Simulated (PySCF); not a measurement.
ZrO (triplet)

```xyz
2

Zr    0.0000    0.0000   -0.2599
O     0.0000    0.0000    1.4611
```

Core potentials replace the inner electrons of Zr.

The calculation used PBE0/def2-TZVPP, non-relativistic Hamiltonian with scalar-relativistic core potentials where named, at a bond length of 1.721 Å (PySCF 2.14.0).

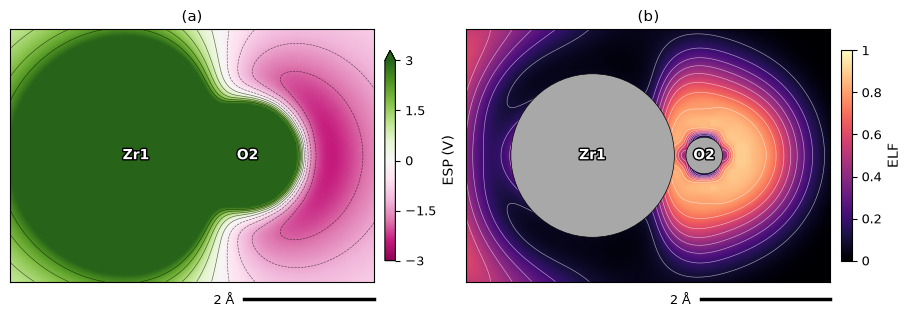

Figure 1. (a) molecular electrostatic potential; (b) ELF on a plane that holds the molecular axis. Grey discs cover the atomic cores in the ELF map.

> Interpret the plot.

The plane passes through Zr and O nuclei.
Zr–O (1.72 Å): the ELF peaks at about 0.80 in the valence shell of O, 0.5 Å from its nucleus, and drops to about 0.45 between the two atoms.
Outside the dense part of the molecule the potential is most negative (−2.4 V) near O2.

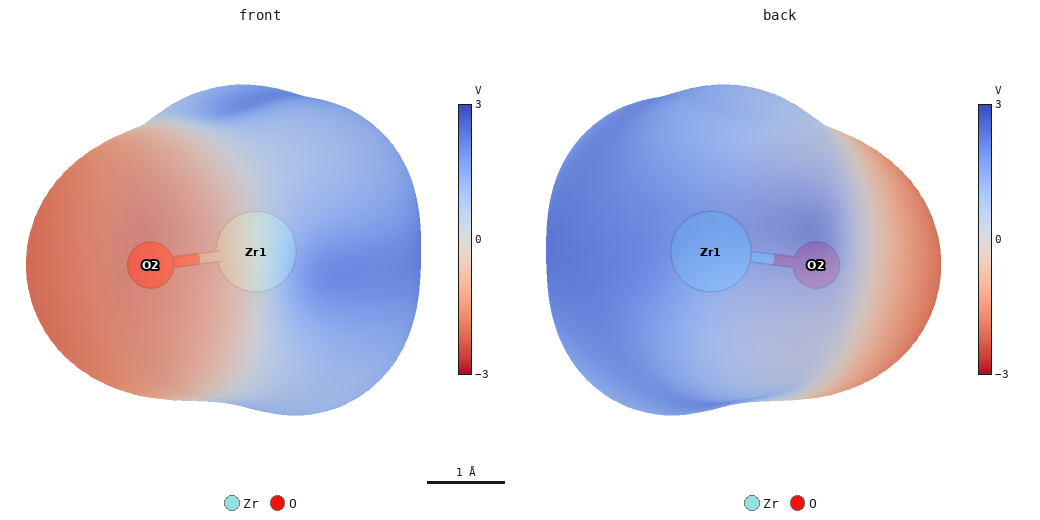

Figure 2. The molecular electrostatic potential painted on the density surface at 0.002 e/bohr³, seen from the front and from behind; the colour scale runs from red (negative) to blue (positive).

> Where is the surface potential most negative and most positive?

The most negative region (about −2.1 V) lies over O2, the most positive (about +2.3 V) over Zr1. O2 is the likeliest acceptor of a hydrogen bond.
